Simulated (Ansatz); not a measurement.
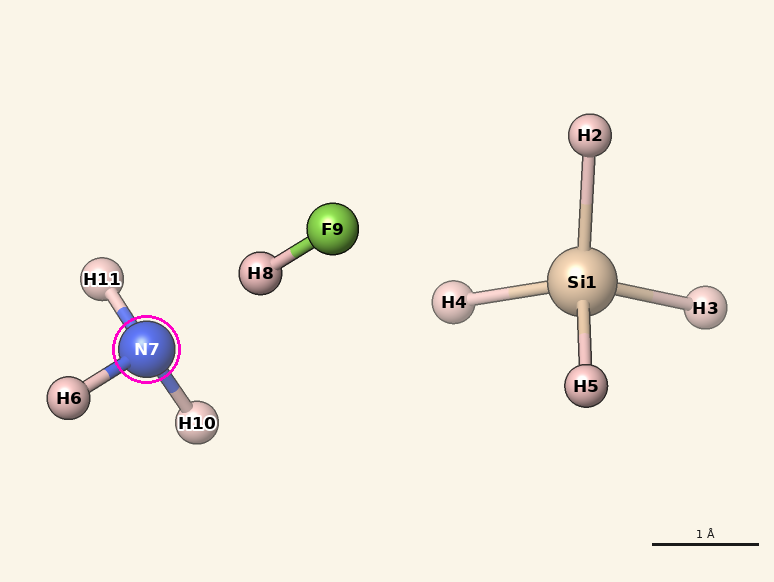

Orthographic view. Atoms fade into the background with distance from the viewer. Computed geometry: PBE0-D4/def2-TZVP optimisation.

### Which atoms are bonded to the circled atom?

The circled atom is N7; it is bonded to H6, H10, H11.

### Which two atoms are farthest apart in space?

H3 and H6, 6.33 Å.

### Of N7 and H11, which is nearer the viewer?

N7; the bond to H11 points away from the viewer, so it looks shorter than its 1.01 Å.

### Which atom is nearest the viewer?

F9, 1.5 Å in front of the mean position.
